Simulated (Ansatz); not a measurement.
# ClH3O2Si: what the fields show

```xyz
7

Si   -0.1495    0.1838    0.3014
O     1.3979   -0.1166   -0.1176
O    -0.9279    0.8554   -0.9519
H    -0.8712    0.4281   -1.8085
H    -0.2856    1.1213    1.4243
Cl   -0.9994   -1.6050    0.8661
H     1.8359   -0.8672    0.2861
```

The reactant side of a reaction path; geometry: PBE0-D4/def2-TZVP.

Theory: Ansatz, RKS PBE0-D4/def2-TZVPP.

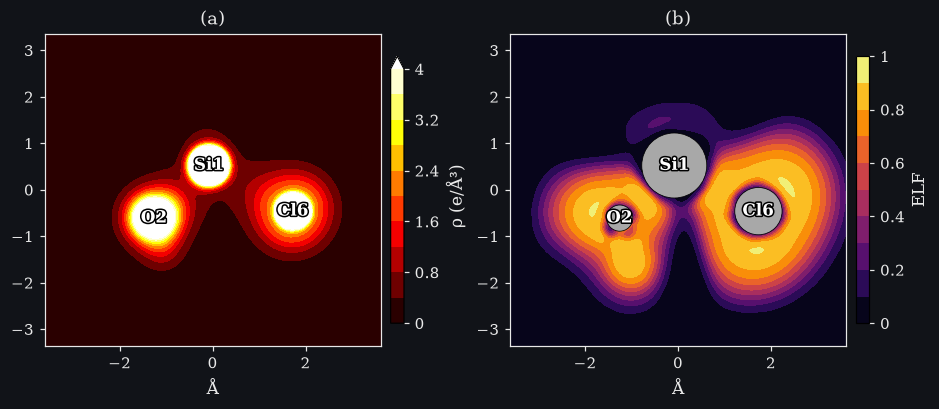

Figure 1. (a) total electron density; (b) electron localisation function on the plane of atoms O2, Si1 and Cl6. Grey discs cover the atomic cores in the ELF map.

Q: Interpret the plot.

A:
- The plane passes through Si, O and Cl nuclei.
- Si–O (1.63 Å): ρ is about 1.2 e/Å³ halfway; the ELF peaks at about 0.90 between the atoms (a polar covalent bond).
- Si–Cl (2.06 Å): ρ at the midpoint is about 0.91 e/Å³; the ELF peaks at about 0.90 between the atoms; a shared but strongly polarised pair.
- The ELF also peaks beside Cl6 and O2, away from the bonds: lone-pair regions.

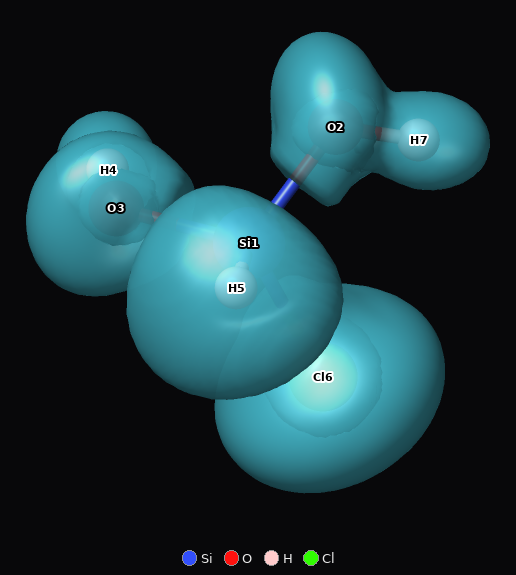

Figure 2. Isosurface of the ELF at 0.75 (cyan), seen at a tilt. Only the valence region is drawn (cores and ρ < 0.01 e/Å³ removed).

Q: What do the ELF domains correspond to?

A: At this value the surface marks out one region around a hydrogen nucleus, one region on Cl in which the atom's valence shell and bonds are merged and two joined regions spread over several atoms (H, O), in which their bonds and any lone pairs are merged.


Si–O (1.62 Å): the ELF peaks at about 0.85 between the atoms: a short, strongly polar bond.

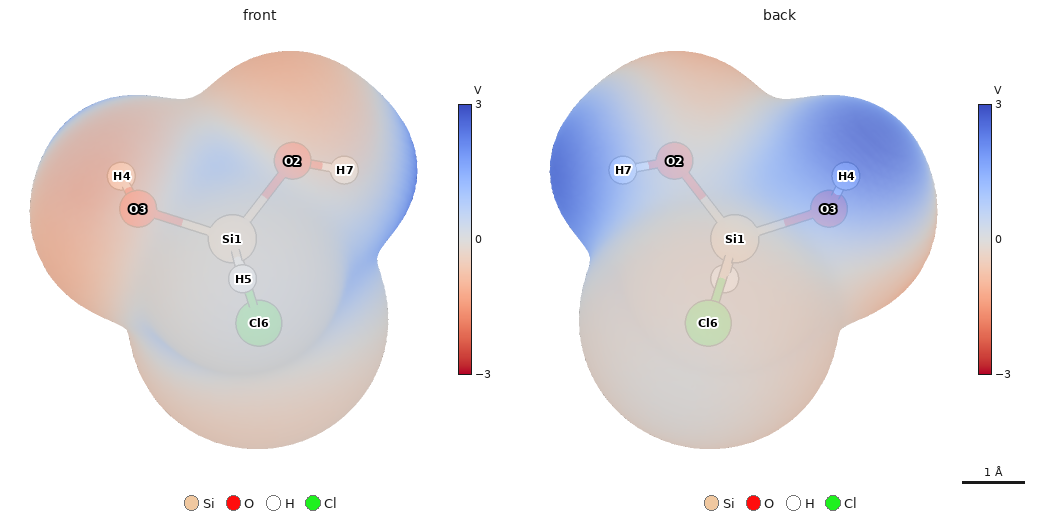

Figure 3. The molecular electrostatic potential painted on the density surface at 0.001 e/bohr³, seen from the front and from behind; the colour scale runs from red (negative) to blue (positive).

Q: Describe the electrostatic potential map.

A: The most negative region (about −1.0 V) lies over O3, the most positive (about +2.3 V) over H4 and H7.

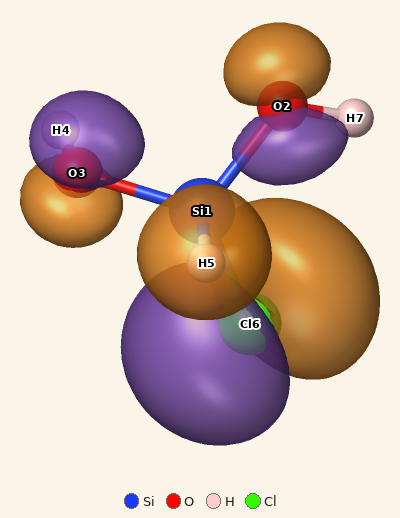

Figure 4. The HOMO at ±0.1 Å⁻³ᐟ² (orange and purple are the two phases), seen across its widest extent.

Q: Describe this orbital and give its energy.

A: Its weight (Hirshfeld) is mainly on Cl6 (about 65 %), O3 (about 10 %), Si1 (about 10 %) and O2 (about 10 %); largely a lone pair of Cl6. Its energy is −9.22 eV.
